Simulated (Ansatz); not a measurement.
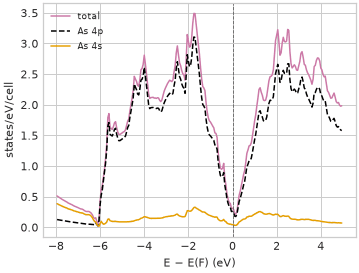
Fig. 1. Total and projected density of states of As in space group Cmce (No. 64; As on 8f), PBEsol in the plane-wave PAW code Ansatz

**Question.** Which orbitals carry the states next to the Fermi level?

**Answer.** Within 0.5 eV of the Fermi level: As 4p 83 %, As 4s 14 %. Projections are on Löwdin-orthogonalised atomic valence shells; empty p or d shells of many metals are not among them.

**Question.** Where is the tallest occupied peak in this window, and what makes it?

**Answer.** Near -1.8 eV, about 3.5 states/eV per cell; the largest projected share is As 4p.

The workflow started from a Materials Project entry (that database holds measured and hypothetical structures alike); the Crystallography Open Database files this formula in space group No. 64, but the cells were not matched. It is not the phase usual at ambient conditions (space group No. 166). The cell was relaxed with PBEsol under the symmetry of its start; its stability against distortions is not shown here. A crystal of weakly bound layers computed without a dispersion correction: the cell and the soft elastic constants depend strongly on that. Scalar-relativistic: spin–orbit coupling is off unless named, which matters more the heavier the elements.

Potentials: the later of the program's two PAW sets.
